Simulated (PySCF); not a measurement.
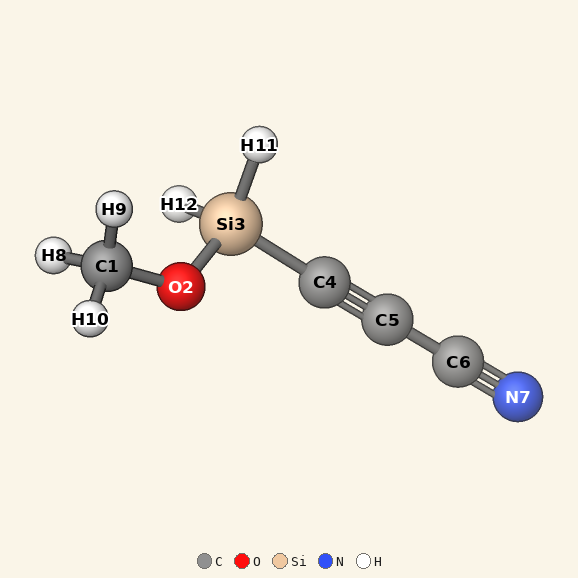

The geometry was computed by an optimisation with PBE0-D3(BJ)/def2-SVP. No frequency run is at hand to confirm it as a minimum. Level of theory: delta-SCF UKS SCAN, pcX-2 on the ionised atom, pcseg-1 elsewhere, non-relativistic (PySCF 2.14.0).

Give the core-electron binding energies (to vacuum; p and d levels without spin–orbit splitting) of C1 1s, O2 1s, Si3 1s, Si3 2p, C4 1s, C5 1s, C6 1s, N7 1s.

```csv
atom,level,binding energy (eV)
C1,1s,292.8
O2,1s,538.2
Si3,1s,1843.8
Si3,2p,108.4
C4,1s,291.1
C5,1s,291.9
C6,1s,292.9
N7,1s,405.1
```
